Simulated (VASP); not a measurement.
Band structure of TiN (rock salt). Method: optB86b-vdW, VASP's PBE PAW potentials (set 64) (plane waves; VASP).

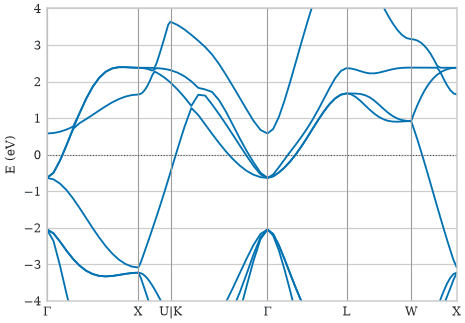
Figure. Bands along high-symmetry lines, zero at the valence-band maximum or, without a gap, the Fermi level

### Question
Read the plot: is there a gap, and where are the band edges?

### Answer
It has no gap at this level: it comes out as a metal or semimetal. (Edges off the drawn lines would not show.)

The compound is TiN in the rock salt structure. It was relaxed first. The electron count is odd and the run is not spin-polarised, which forces a metal.
